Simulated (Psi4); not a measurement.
# NaLi (lithium sodium) at HF/cc-pVTZ

Aim: the energy change on altering one bond length of NaLi (lithium sodium) at HF/cc-pVTZ, from 2 runs. 

The calculation is run with Psi4 1.11.

4 further runs of the same task are left out: 2 that didn't finish, 2 set aside as unsound or not needed.

## (1) The system as given

NaLi has 2 atoms, charge 0, and is taken as a singlet. As SMILES, `[Li][Na]`. Geometry: the measured bond length.

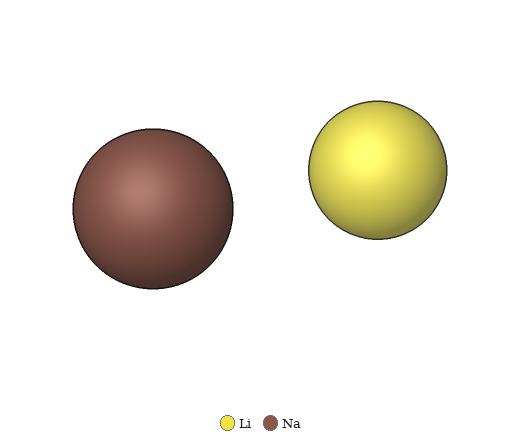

The structure, seen from a chosen angle (lithium yellow, sodium brown).

## (2) Energy and gradient at HF/cc-pVTZ

File calc.inp:

```
memory 1600 mb

molecule {
  0 1
  Li
  Na 1 2.81
  symmetry c1
  no_reorient
  no_com
}

set reference rhf
set puream true
set e_convergence 1e-09
set d_convergence 1e-08
set scf_type pk

E, wfn = gradient("scf/cc-pVTZ", return_wfn=True)
oeprop(wfn, "MULLIKEN_CHARGES", "MAYER_INDICES", "QUADRUPOLE")
print_variables()
```

The run is started by

```
$ psi4 calc.inp calc.out -n 1
```

calc.out:

```text
[...]
  Running in c1 symmetry.
[...]
  Nuclear repulsion =    6.214536637761565
[...]
  Multiplicity = 1
[...]
  Nalpha       = 7
  Nbeta        = 7
[...]
    Number of basis functions: 64
[...]
   @RHF iter   1:  -169.28744710537921   -2.03567e-01   8.01655e-04 DIIS/ADIIS
[...]
   @RHF iter   8:  -169.29194521672608   -2.32490e-11   5.74118e-09 DIIS
[...]
    Orbital Energies [Eh]
    ---------------------
    Doubly Occupied:
       1A    -40.461455     2A     -2.782009     3A     -2.456604
       4A     -1.503112     5A     -1.502552     6A     -1.502552
       7A     -0.174898
[...]
  @RHF Final Energy:  -169.29194521672608
   => Energetics <=
    Nuclear Repulsion Energy =              6.2145366377615652
    One-Electron Energy =                -250.2466014193306592
    Two-Electron Energy =                  74.7401195648430274
    Total Energy =                       -169.2919452167260488
[...]
  -Total Gradient:
     Atom            X                  Y                   Z
    ------   -----------------  -----------------  -----------------
       1       -0.000000000000    -0.000000000000     0.005276948032
       2        0.000000000000     0.000000000000    -0.005276948031
[...]
 Multipole Moments:
 ------------------------------------------------------------------------------------
     Multipole            Electronic (a.u.)      Nuclear  (a.u.)        Total (a.u.)
 ------------------------------------------------------------------------------------
 L = 1.  Multiply by 2.5417464519 to convert [e a0] to [Debye]
 Dipole X            :         -0.0000000            0.0000000           -0.0000000
 Dipole Y            :          0.0000000            0.0000000            0.0000000
 Dipole Z            :         -1.2036312            1.4523474            0.2487162
 Magnitude           :                                                    0.2487162
 L = 2.  Multiply by 1.3450342976 to convert [e a0^2] to [Debye ang]
 Quadrupole XX       :        -15.3452699            0.0000000          -15.3452699
 Quadrupole XY       :         -0.0000000            0.0000000           -0.0000000
[...]
  Mulliken Charges: (a.u.)
   Center  Symbol    Alpha    Beta     Spin     Total
       1    LI     1.46769  1.46769  0.00000  0.06463
       2    NA     5.53231  5.53231  0.00000 -0.06463
   Total alpha =  7.00000, Total beta =  7.00000, Total charge = -0.00000
  Mayer Bond Indices:
[...]
```

It took 39 s on 1 thread of AMD EPYC (Zen 3), shared host; peak memory 0.74 GiB.

## (3) The distorted shape at the same level

File run.py:

```python
import psi4

psi4.set_memory('1600 MB')
psi4.set_num_threads(1)
psi4.set_output_file('run.log', False)

molecule = psi4.geometry("""
0 1
Li     0.000000     0.000000    -3.372000
Na     0.000000     0.000000     2.810000
units angstrom
symmetry c1
no_reorient
no_com
""")

psi4.set_options({
    'basis': 'cc-pVTZ',
    'puream': True,
    'e_convergence': 1e-09,
    'd_convergence': 1e-08,
    'scf_type': 'pk',
})

e, wfn = psi4.gradient("scf", molecule=molecule, return_wfn=True)
psi4.oeprop(wfn, "WIBERG_LOWDIN_INDICES", "DIPOLE", "MULLIKEN_CHARGES", title="SCF")
print('gradient / Eh bohr^-1')
print(e.np.round(6))
print(f'energy = {wfn.energy():.10f} Eh')
for k, v in sorted(psi4.core.scalar_variables().items()):
    print(f'{k:45s} {v:18.10f}')
```

The run is started by

```
$ python run.py
```

run.log:

```text
[...]
  Running in c1 symmetry.
[...]
  Nuclear repulsion =    2.824789380800711
[...]
  Multiplicity = 1
[...]
  Nalpha       = 7
  Nbeta        = 7
[...]
    Number of basis functions: 64
[...]
   @RHF iter   1:  -169.23767924727264   -1.75062e-01   4.06372e-04 DIIS/ADIIS
[...]
   @RHF iter   8:  -169.24203055622399   -2.99849e-11   5.17981e-09 DIIS
[...]
    Orbital Energies [Eh]
    ---------------------
    Doubly Occupied:
       1A    -40.513525     2A     -2.829398     3A     -2.500738
       4A     -1.551207     5A     -1.551207     6A     -1.550879
       7A     -0.132295
[...]
  @RHF Final Energy:  -169.24203055622399
   => Energetics <=
    Nuclear Repulsion Energy =              2.8247893808007114
    One-Electron Energy =                -242.8751401129007377
    Two-Electron Energy =                  70.8083201758760197
    Total Energy =                       -169.2420305562239946
[...]
  -Total Gradient:
     Atom            X                  Y                   Z
    ------   -----------------  -----------------  -----------------
       1       -0.000000000000    -0.000000000000    -0.007011179731
       2        0.000000000000     0.000000000000     0.007011179731
[...]
 Multipole Moments:
 ------------------------------------------------------------------------------------
     Multipole            Electronic (a.u.)      Nuclear  (a.u.)        Total (a.u.)
 ------------------------------------------------------------------------------------
 L = 1.  Multiply by 2.5417464519 to convert [e a0] to [Debye]
 Dipole X            :         -0.0000000            0.0000000           -0.0000000
 Dipole Y            :         -0.0000000            0.0000000           -0.0000000
 Dipole Z            :        -38.6434217           39.2949651            0.6515433
 Magnitude           :                                                    0.6515433
[...]
  Mulliken Charges: (a.u.)
   Center  Symbol    Alpha    Beta     Spin     Total
       1    LI     1.51028  1.51028  0.00000 -0.02057
       2    NA     5.48972  5.48972  0.00000  0.02057
   Total alpha =  7.00000, Total beta =  7.00000, Total charge =  0.00000
  Wiberg Bond Indices using Orthogonal Lowdin Orbitals:
[...]
```

On the terminal:

```text
gradient / Eh bohr^-1
[[-0.       -0.       -0.007011]
 [ 0.        0.        0.007011]]
energy = -169.2420305562 Eh
CURRENT ENERGY                                   -169.2420305562
CURRENT REFERENCE ENERGY                         -169.2420305562
DD SOLVATION ENERGY                                 0.0000000000
HF KINETIC ENERGY                                 169.1535210744
HF POTENTIAL ENERGY                              -338.3955516306
HF TOTAL ENERGY                                  -169.2420305562
HF VIRIAL RATIO                                     2.0005232494
NUCLEAR REPULSION ENERGY                            2.8247893808
ONE-ELECTRON ENERGY                              -242.8751401129
PCM POLARIZATION ENERGY                             0.0000000000
PE ENERGY                                           0.0000000000
SCF ITERATION ENERGY                             -169.2420305562
SCF ITERATIONS                                      8.0000000000
SCF TOTAL ENERGY                                 -169.2420305562
TWO-ELECTRON ENERGY                                70.8083201759
```

Run time: 39 s. Hardware: 1 thread of AMD EPYC (Zen 3), shared host; peak memory 0.74 GiB.

## (4) What came out

Level: HF/cc-pVTZ.

| quantity | value |
| --- | --- |
| first shape: total energy | -169.29195 Eh |
| first shape: dipole moment | 0.63 D |
| first shape: HOMO energy | -4.76 eV |
| first shape: LUMO energy | 0.13 eV |
| first shape: HOMO–LUMO gap | 4.89 eV |
| first shape: largest force on an atom | 0.271 eV/Å |
| distorted shape: total energy | -169.24203 Eh |
| distorted shape: dipole moment | 1.66 D |
| distorted shape: HOMO energy | -3.60 eV |
| distorted shape: LUMO energy | -0.94 eV |
| distorted shape: HOMO–LUMO gap | 2.66 eV |
| distorted shape: largest force on an atom | 0.361 eV/Å |
| energy change with the Li1–Na2 bond stretched from 2.810 to 6.182 Å | 1.358 eV |

What this shows: One bond (distorted shape) is far stretched, which a spin-restricted single reference describes badly; a broken-symmetry solution may lie lower. With the Li1–Na2 bond stretched from 2.810 to 6.182 Å the energy rises by 1.36 eV (31 kcal/mol). The first shape isn't relaxed at this level, so the change isn't measured from a minimum. A restricted reference can't describe the breaking bond well at this length. The largest force (first shape) is 0.27 eV/Å: the shape isn't a stationary point for this species at this level.
